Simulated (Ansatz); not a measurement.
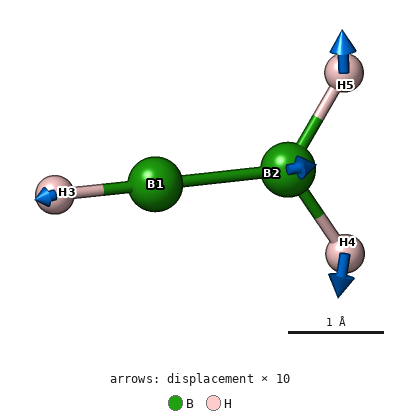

This is a relaxation of B2H3 (multiplicity 2). The starting structure is drawn; blue arrows show the displacements, magnified 10 times. The two geometries are superimposed by the best rigid fit.

Style: ball-and-stick. Shown at a tilt.

Theory: Ansatz, UKS PBE0-D4/def2-TZVP. (force threshold 0.005 eV/Å; at most 200 steps)

**Atoms of which element are displaced furthest, and by how much?**

Hydrogen: up to 0.049 Å, against 0.034 Å for boron.

**What happened in the run?**

H4 moves most after the best rigid fit: 0.049 Å. Largest moves by element: H 0.049 Å, B 0.034 Å. Among the contacts that change: B1–B2 1.529 → 1.562 Å, B1–H3 1.157 → 1.182 Å, B2–H4 1.179 → 1.199 Å. Bond angles that change, for instance: H4–B2–H5 112.9° → 118.5°, B1–B2–H4 123.8° → 120.8°, B1–B2–H5 123.3° → 120.7°. The energy falls by 4.29 kJ/mol in 3 geometry steps. Largest force component: 0.59 eV/Å at the start, 0.0029 eV/Å at the end. The run took 7.5 s on 2 threads of Intel Xeon Platinum 8259CL @ 2.50GHz, with other jobs on the host.
